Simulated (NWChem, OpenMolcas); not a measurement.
# How basis sets differ on SiH4O2 (Si(OH)2H2)

SiH4O2: 7 atoms, total charge 0, spin state singlet. As SMILES, `[H][Si]([H])(O)O`. The coordinates come from a GFN2-xTB relaxation. This is one conformer, not always the lowest.

```csv
atom,x (Å),y (Å),z (Å)
Si,-0.2522,0.0637,-0.3466
O,-0.1977,0.0445,1.2863
H,-0.9957,0.1270,1.7966
O,1.2842,-0.0729,-0.8318
H,1.9337,-0.4339,-0.2342
H,-0.7268,1.3427,-0.8550
H,-1.0454,-1.0711,-0.8152
```

Quantity: the dipole moment, in D. The values are calculated.

```
         level          kind     program  value (D)
     HF/STO-3G  Hartree–Fock      NWChem       1.66
      HF/3-21G  Hartree–Fock  OpenMolcas       2.38
   HF/def2-SVP  Hartree–Fock  OpenMolcas       1.91
HF/aug-pcseg-1  Hartree–Fock  OpenMolcas       1.75
```

The values span 1.66 to 2.38 D. Sets without polarisation functions give poor dipoles.

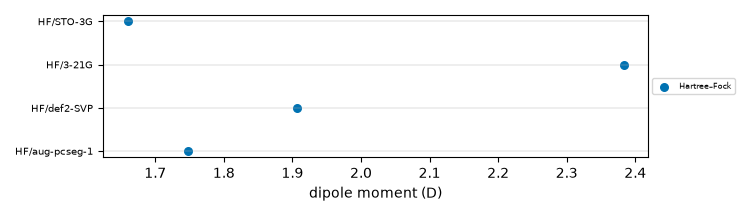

The values of the table, level by level.
